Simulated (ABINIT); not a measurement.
# Si3Os (Pm-3m): zone-centre phonons, part 3 of 3

Which modes does Si3Os (Pm-3m) have at the zone centre?

ABINIT 10.8.3; DFT LDA, scalar-relativistic, plane waves, PseudoDojo norm-conserving pseudopotentials.

So far. Step 4 (Relaxing the cell and atoms): The volume changes by +0.4 % in this run and stands -8.3 % from the first cell. Step 6 (Zone-centre response): The acoustic modes at Γ come out as far as 2.1 cm⁻¹ from zero, where they should vanish, a small numerical error. The lowest optical mode is imaginary, 137i cm⁻¹, an instability at this level and on this k mesh. The relaxed cell has a = 3.733 Å (conventional setting).

The structure was built from a prototype and need not be the compound's stable phase.

## Step 7: Zone-centre analysis

anaddb reads the merged derivatives and imposes the acoustic sum rule.

Input file anaddb.abi:

```
ddb_filepath "gamma_DDB"
output_file "anaddb.abo"
outdata_prefix "anaddb"
asr 1
chneut 1
enunit 2
eivec 1
nph1l 1
qph1l 0.0 0.0 0.0 1.0
```

Input file mrgddb.in:

```
gamma_DDB
merged
2
dfpt_gammao_DDB
gso_DDB
```

Launch:

```console
mrgddb < mrgddb.in > mrgddb.log
OMP_NUM_THREADS=1 anaddb anaddb.abi > anaddb.log
```

anaddb.abo, the main output file:

```text
-outvars_anaddb: echo values of input variables ----------------------

 Miscellaneous information :
      enunit         2
       eivec         1
         asr         1
 First list of wavevector (reduced coord.) :
       nph1l         1
       qph1l
                     0.00000000E+00  0.00000000E+00  0.00000000E+00    1.000E+00

================================================================================

 read the DDB information and perform some checks

  ==== Info on the Cryst% object ====
 Real(R)+Recip(G) space primitive vectors, cartesian coordinates (Bohr,Bohr^-1):
 R(1)=  7.0551333  0.0000000  0.0000000  G(1)=  0.1417408  0.0000000  0.0000000
 R(2)=  0.0000000  7.0551333  0.0000000  G(2)=  0.0000000  0.1417408  0.0000000
 R(3)=  0.0000000  0.0000000  7.0551333  G(3)=  0.0000000  0.0000000  0.1417408
 Unit cell volume ucvol=  3.5116860E+02 bohr^3
 Angles (23,13,12)=  9.00000000E+01  9.00000000E+01  9.00000000E+01 degrees
 Time-reversal symmetry is present
 Reduced atomic positions [iatom, xred, symbol]:
    1)    0.0000000  0.0000000  0.0000000  Os
    2)    0.0000000  0.5000000  0.5000000  Si
    3)    0.5000000  0.0000000  0.5000000  Si
    4)    0.5000000  0.5000000  0.0000000  Si

 DDB file with 3 blocks has been read.

================================================================================

 Treat the first list of vectors

  Phonon wavevector (reduced coordinates) :  0.00000  0.00000  0.00000
 Phonon energies in Hartree :
  -6.260258E-04 -6.260258E-04 -6.260258E-04  0.000000E+00  0.000000E+00
   0.000000E+00  5.995610E-04  5.995610E-04  5.995610E-04  1.343173E-03
   1.343173E-03  1.343173E-03
 Phonon energies in meV     :
- -1.703503E+01 -1.703503E+01 -1.703503E+01  0.000000E+00  0.000000E+00
-  0.000000E+00  1.631489E+01  1.631489E+01  1.631489E+01  3.654959E+01
-  3.654959E+01  3.654959E+01
 Phonon frequencies in cm-1    :
- -1.373968E+02 -1.373968E+02 -1.373968E+02  0.000000E+00  0.000000E+00
-  0.000000E+00  1.315884E+02  1.315884E+02  1.315884E+02  2.947923E+02
-  2.947923E+02  2.947923E+02
 Phonon frequencies in Thz     :
- -4.119052E+00 -4.119052E+00 -4.119052E+00  0.000000E+00  0.000000E+00
-  0.000000E+00  3.944922E+00  3.944922E+00  3.944922E+00  8.837651E+00
-  8.837651E+00  8.837651E+00
 Phonon energies in Kelvin  :
- -1.976833E+02 -1.976833E+02 -1.976833E+02  0.000000E+00  0.000000E+00
-  0.000000E+00  1.893264E+02  1.893264E+02  1.893264E+02  4.241404E+02
-  4.241404E+02  4.241404E+02

 Eigendisplacements
 (will be given, for each mode : in cartesian coordinates
   for each atom the real part of the displacement vector,
   then the imaginary part of the displacement vector - absolute values smaller than 1.0d-7 are set to zero)
  Mode number    1   Energy   -6.260258E-04
 Attention : low frequency mode.
   (Could be unstable or acoustic mode)
-  1  0.00000000E+00  0.00000000E+00 -8.87991746E-04
-     0.00000000E+00  0.00000000E+00  0.00000000E+00
-  2  0.00000000E+00  0.00000000E+00  1.40763113E-03
-     0.00000000E+00  0.00000000E+00  0.00000000E+00
-  3  0.00000000E+00  0.00000000E+00  1.40763113E-03
-     0.00000000E+00  0.00000000E+00  0.00000000E+00
-  4  0.00000000E+00  0.00000000E+00  3.19837209E-03
-     0.00000000E+00  0.00000000E+00  0.00000000E+00
  Mode number    2   Energy   -6.260258E-04
 Attention : low frequency mode.
   (Could be unstable or acoustic mode)
-  1  0.00000000E+00  8.87991746E-04  0.00000000E+00
-     0.00000000E+00  0.00000000E+00  0.00000000E+00
-  2  0.00000000E+00 -1.40763113E-03  0.00000000E+00
-     0.00000000E+00  0.00000000E+00  0.00000000E+00
-  3  0.00000000E+00 -3.19837209E-03  0.00000000E+00
-     0.00000000E+00  0.00000000E+00  0.00000000E+00
-  4  0.00000000E+00 -1.40763113E-03  0.00000000E+00
-     0.00000000E+00  0.00000000E+00  0.00000000E+00
  Mode number    3   Energy   -6.260258E-04
 Attention : low frequency mode.
   (Could be unstable or acoustic mode)
-  1  8.87991746E-04  0.00000000E+00  0.00000000E+00
-     0.00000000E+00  0.00000000E+00  0.00000000E+00
-  2 -3.19837209E-03  0.00000000E+00  0.00000000E+00
-     0.00000000E+00  0.00000000E+00  0.00000000E+00
-  3 -1.40763113E-03  0.00000000E+00  0.00000000E+00
-     0.00000000E+00  0.00000000E+00  0.00000000E+00
-  4 -1.40763113E-03  0.00000000E+00  0.00000000E+00
-     0.00000000E+00  0.00000000E+00  0.00000000E+00
  Mode number    4   Energy    0.000000E+00
 Attention : low frequency mode.
   (Could be unstable or acoustic mode)
-  1  0.00000000E+00  0.00000000E+00  1.41378417E-03
-     0.00000000E+00  0.00000000E+00  0.00000000E+00
-  2  0.00000000E+00  0.00000000E+00  1.41378486E-03
-     0.00000000E+00  0.00000000E+00  0.00000000E+00
-  3  0.00000000E+00  0.00000000E+00  1.41378486E-03
-     0.00000000E+00  0.00000000E+00  0.00000000E+00
-  4  0.00000000E+00  0.00000000E+00  1.41378517E-03
-     0.00000000E+00  0.00000000E+00  0.00000000E+00
  Mode number    5   Energy    0.000000E+00
 Attention : low frequency mode.
   (Could be unstable or acoustic mode)
-  1  0.00000000E+00 -1.41378417E-03  0.00000000E+00
-     0.00000000E+00  0.00000000E+00  0.00000000E+00
-  2  0.00000000E+00 -1.41378486E-03  0.00000000E+00
-     0.00000000E+00  0.00000000E+00  0.00000000E+00
-  3  0.00000000E+00 -1.41378517E-03  0.00000000E+00
-     0.00000000E+00  0.00000000E+00  0.00000000E+00
-  4  0.00000000E+00 -1.41378486E-03  0.00000000E+00
-     0.00000000E+00  0.00000000E+00  0.00000000E+00
  Mode number    6   Energy    0.000000E+00
 Attention : low frequency mode.
   (Could be unstable or acoustic mode)
-  1  1.41378417E-03  0.00000000E+00  0.00000000E+00
-     0.00000000E+00  0.00000000E+00  0.00000000E+00
-  2  1.41378517E-03  0.00000000E+00  0.00000000E+00
-     0.00000000E+00  0.00000000E+00  0.00000000E+00
-  3  1.41378486E-03  0.00000000E+00  0.00000000E+00
-     0.00000000E+00  0.00000000E+00  0.00000000E+00
-  4  1.41378486E-03  0.00000000E+00  0.00000000E+00
-     0.00000000E+00  0.00000000E+00  0.00000000E+00
  Mode number    7   Energy    5.995610E-04
-  1  0.00000000E+00  0.00000000E+00  0.00000000E+00
-     0.00000000E+00  0.00000000E+00  0.00000000E+00
-  2  0.00000000E+00  1.44760325E-07 -3.12509965E-03
-     0.00000000E+00  0.00000000E+00  0.00000000E+00
-  3  0.00000000E+00  0.00000000E+00  3.12509965E-03
-     0.00000000E+00  0.00000000E+00  0.00000000E+00
-  4  0.00000000E+00 -1.44760325E-07  0.00000000E+00
-     0.00000000E+00  0.00000000E+00  0.00000000E+00
  Mode number    8   Energy    5.995610E-04
-  1  0.00000000E+00  0.00000000E+00  0.00000000E+00
-     0.00000000E+00  0.00000000E+00  0.00000000E+00
-  2  0.00000000E+00  3.12509965E-03  1.44760283E-07
-     0.00000000E+00  0.00000000E+00  0.00000000E+00
-  3  0.00000000E+00  0.00000000E+00 -1.44760283E-07
-     0.00000000E+00  0.00000000E+00  0.00000000E+00
-  4  0.00000000E+00 -3.12509965E-03  0.00000000E+00
-     0.00000000E+00  0.00000000E+00  0.00000000E+00
  Mode number    9   Energy    5.995610E-04
-  1  0.00000000E+00  0.00000000E+00  0.00000000E+00
-     0.00000000E+00  0.00000000E+00  0.00000000E+00
-  2  0.00000000E+00  0.00000000E+00  0.00000000E+00
-     0.00000000E+00  0.00000000E+00  0.00000000E+00
-  3  3.12509966E-03  0.00000000E+00  0.00000000E+00
-     0.00000000E+00  0.00000000E+00  0.00000000E+00
-  4 -3.12509966E-03  0.00000000E+00  0.00000000E+00
-     0.00000000E+00  0.00000000E+00  0.00000000E+00
  Mode number   10   Energy    1.343173E-03
-  1  0.00000000E+00  0.00000000E+00  3.11306347E-04
-     0.00000000E+00  0.00000000E+00  0.00000000E+00
-  2  0.00000000E+00  0.00000000E+00 -2.40541781E-03
-     0.00000000E+00  0.00000000E+00  0.00000000E+00
-  3  0.00000000E+00  0.00000000E+00 -2.40541781E-03
-     0.00000000E+00  0.00000000E+00  0.00000000E+00
-  4  0.00000000E+00  0.00000000E+00  2.70261414E-03
-     0.00000000E+00  0.00000000E+00  0.00000000E+00
  Mode number   11   Energy    1.343173E-03
-  1  0.00000000E+00 -3.11306347E-04  0.00000000E+00
-     0.00000000E+00  0.00000000E+00  0.00000000E+00
-  2  0.00000000E+00  2.40541781E-03  0.00000000E+00
-     0.00000000E+00  0.00000000E+00  0.00000000E+00
-  3  0.00000000E+00 -2.70261414E-03  0.00000000E+00
-     0.00000000E+00  0.00000000E+00  0.00000000E+00
-  4  0.00000000E+00  2.40541781E-03  0.00000000E+00
-     0.00000000E+00  0.00000000E+00  0.00000000E+00
  Mode number   12   Energy    1.343173E-03
-  1  3.11306347E-04  0.00000000E+00  0.00000000E+00
-     0.00000000E+00  0.00000000E+00  0.00000000E+00
-  2  2.70261414E-03  0.00000000E+00  0.00000000E+00
-     0.00000000E+00  0.00000000E+00  0.00000000E+00
-  3 -2.40541781E-03  0.00000000E+00  0.00000000E+00
-     0.00000000E+00  0.00000000E+00  0.00000000E+00
-  4 -2.40541781E-03  0.00000000E+00  0.00000000E+00
-     0.00000000E+00  0.00000000E+00  0.00000000E+00

 Analysis of degeneracies and characters (maximum tolerance=1.00E-06 a.u.)
 For each vibration mode, or group of modes if degenerate,
 the characters are given for each symmetry operation (see the list in the log file).
 Symmetry characters of vibration mode #   1
       degenerate with vibration modes #   2 to    3
  3.0 -3.0 -1.0  1.0 -1.0  1.0 -1.0  1.0  1.0 -1.0 -1.0  1.0  1.0 -1.0 -1.0  1.0
 -0.0  0.0  0.0 -0.0  0.0 -0.0 -0.0  0.0  1.0 -1.0 -1.0  1.0 -1.0  1.0  1.0 -1.0
 -0.0  0.0  0.0 -0.0 -0.0  0.0  0.0 -0.0  1.0 -1.0  1.0 -1.0 -1.0  1.0 -1.0  1.0
 Symmetry characters of vibration mode #   4
       degenerate with vibration modes #   5 to    6
  3.0 -3.0 -1.0  1.0 -1.0  1.0 -1.0  1.0  1.0 -1.0 -1.0  1.0  1.0 -1.0 -1.0  1.0
  0.0 -0.0  0.0 -0.0 -0.0  0.0 -0.0  0.0  1.0 -1.0 -1.0  1.0 -1.0  1.0  1.0 -1.0
  0.0 -0.0 -0.0  0.0 -0.0  0.0  0.0 -0.0  1.0 -1.0  1.0 -1.0 -1.0  1.0 -1.0  1.0
 Symmetry characters of vibration mode #   7
       degenerate with vibration modes #   8 to    9
  3.0 -3.0 -1.0  1.0 -1.0  1.0 -1.0  1.0 -1.0  1.0  1.0 -1.0 -1.0  1.0  1.0 -1.0
  0.0 -0.0  0.0 -0.0 -0.0  0.0 -0.0  0.0 -1.0  1.0  1.0 -1.0  1.0 -1.0 -1.0  1.0
  0.0 -0.0 -0.0  0.0 -0.0  0.0  0.0 -0.0 -1.0  1.0 -1.0  1.0  1.0 -1.0  1.0 -1.0
 Symmetry characters of vibration mode #  10
       degenerate with vibration modes #  11 to   12
  3.0 -3.0 -1.0  1.0 -1.0  1.0 -1.0  1.0  1.0 -1.0 -1.0  1.0  1.0 -1.0 -1.0  1.0
  0.0 -0.0  0.0 -0.0 -0.0  0.0 -0.0  0.0  1.0 -1.0 -1.0  1.0 -1.0  1.0  1.0 -1.0
  0.0 -0.0 -0.0  0.0 -0.0  0.0  0.0 -0.0  1.0 -1.0  1.0 -1.0 -1.0  1.0 -1.0  1.0
-
```

Wall time 0.52 s (1 thread of Arm Neoverse V2, shared host).

No LO-TO term; unit eigenvectors of the mass-weighted matrix, from anaddb's displacements. The modes at Γ (shares of kinetic energy by element, %) (negative means imaginary):

```
mode  frequency (cm⁻¹)  symmetry  Os %  Si %
   1            -137.4       T1u    27    73
   2            -137.4       T1u    27    73
   3            -137.4       T1u    27    73
   4               0.0  acoustic    69    31
   5               0.0  acoustic    69    31
   6               0.0  acoustic    69    31
   7             131.6       T2u     0   100
   8             131.6       T2u     0   100
   9             131.6       T2u     0   100
  10             294.8       T1u     3    97
  11             294.8       T1u     3    97
  12             294.8       T1u     3    97
```

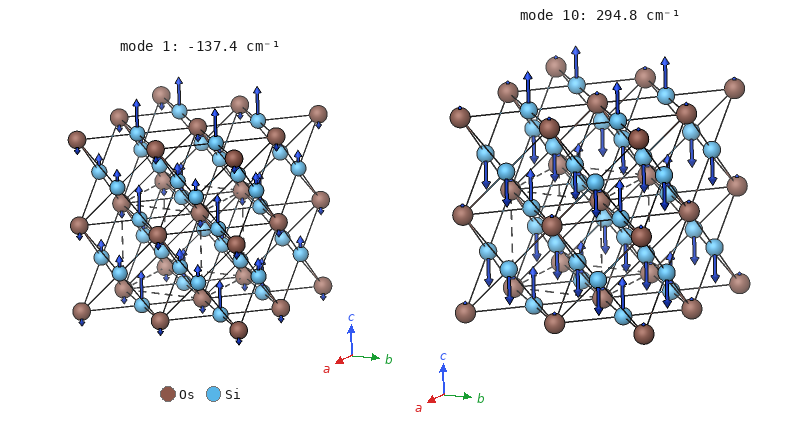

Displacement patterns of modes 1 and 10 at Γ; arrows are exaggerated. 2×2×2 cells are drawn. Some periodic images of atoms are drawn too.

The rule moves no optical mode by more than 0.1 cm⁻¹.

## Step 8: What came out

| Item | Value |
| --- | --- |
| space group after relaxation | Pm-3m |
| volume per atom | 13.0 Å³ |
| highest optical zone-centre mode (no LO-TO term) | 294.8 cm⁻¹ |
| lowest optical zone-centre mode | -137.4 cm⁻¹ |
| imaginary optical modes at the zone centre (no q mesh in this session) | yes |

What this shows: At the LDA level the optical modes of Si3Os (Pm-3m) at the zone centre run from 137i to 295 cm⁻¹, so the structure is a saddle point, with 3 modes beyond 10i cm⁻¹ there. These are harmonic frequencies at zero temperature: anharmonic shifts and linewidths and thermal expansion are left out. Spin-orbit coupling is left out, which can matter for the heavy elements here. In a metal the frequencies hang on the k mesh and the smearing, most of all near Kohn anomalies. The structure is a hypothetical one, built on a prototype.

[Host names and launcher messages were left out of these logs when they were recorded.]

[Logs are printed without paths, hosts, clocks, repeated set-up lines and the standing remarks that a program may print on its own settings, such as how far it seeks lower states.]

[Hosts, paths, dates, database ids (printed as entryN), source tags and the programs' standing remarks are cut or masked in the printed files.]
